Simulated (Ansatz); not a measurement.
Consider AlN in the wurtzite structure (space group P6_3mc, No. 186; a = 3.1138 Å, c = 4.9836 Å).

Now apply this change: every N is replaced by P, then cell and atoms are relaxed.

The values are results of Kohn–Sham DFT with the PBEsol functional, run in Ansatz (an electronic-structure program) with PAW and 420 eV plane waves, spin-orbit coupling left out, not measurements.

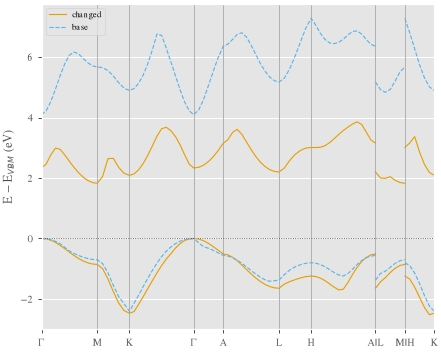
Figure. Highest valence and lowest conduction band along the path, each from its own valence-band maximum

The gap is 1.83 eV, indirect, Γ → M; the base has 4.09 eV.

Stability against distortions was not tested. For AlP in this form, whether it has been made was not checked. This is not the structure that AlP has at room temperature and ambient pressure.
